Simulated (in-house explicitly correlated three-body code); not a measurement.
Two electrons around a point charge Z = 2.06. Computed variationally in 260 exponentially correlated functions with an in-house code, non-relativistic, converged to about 10⁻⁷ hartree. Wanted, and plotted below: the distribution of the distance r₁₂ between the electrons in the ground state (one pair, times 4πr₁₂²) and its difference from that of the Kohn-Sham determinant with the same density, the Coulomb hole.

The pair density peaks near r₁₂ = 1.1 bohr, and ⟨r₁₂⟩ = 1.369 bohr. Correlation takes weight from short distances: the hole is deepest (−0.076 bohr⁻¹) near 0.50 bohr and first changes sign near 1.0 bohr, moving 4.4 % of the pair outwards. The mean cosine of the angle between the electrons is −0.0625, and the density-functional correlation energy is −42.22 millihartree.

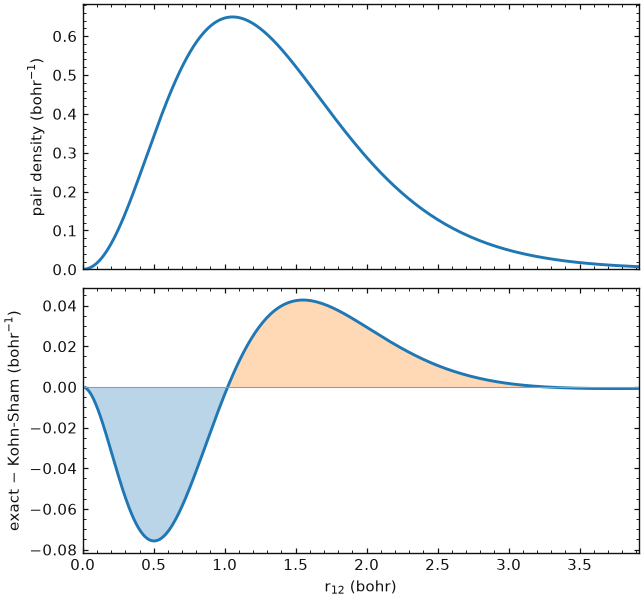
